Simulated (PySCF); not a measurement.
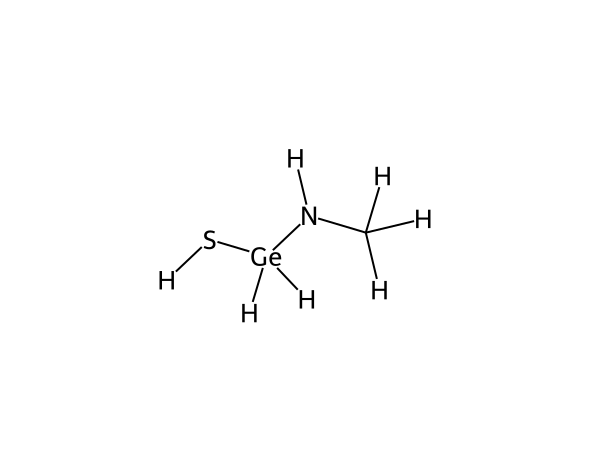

Structural formula above. The geometry was computed by an optimisation with PBE0-D3(BJ)/def2-SVP. No frequency run is at hand to confirm it as a minimum.

What does the molecule look like in three dimensions?

The molecule is CH₇GeNS. SMILES: `C[NH][GeH2][SH]`. This geometry has C1 symmetry. Coordination, clear cases only: 1 C tetrahedral; 1 Ge tetrahedral; 1 S bent.

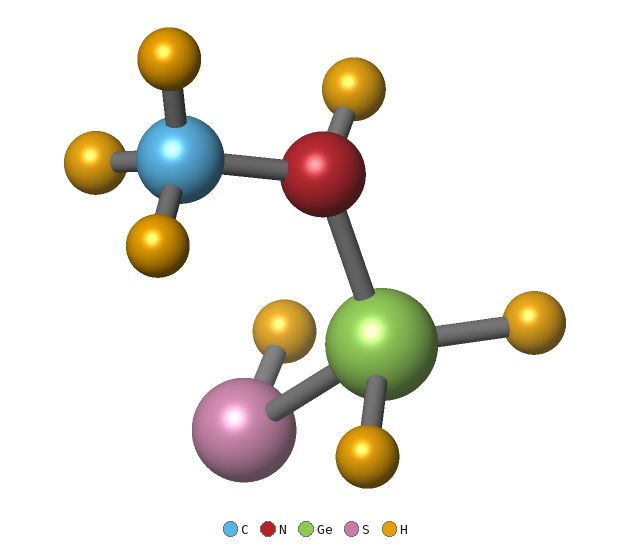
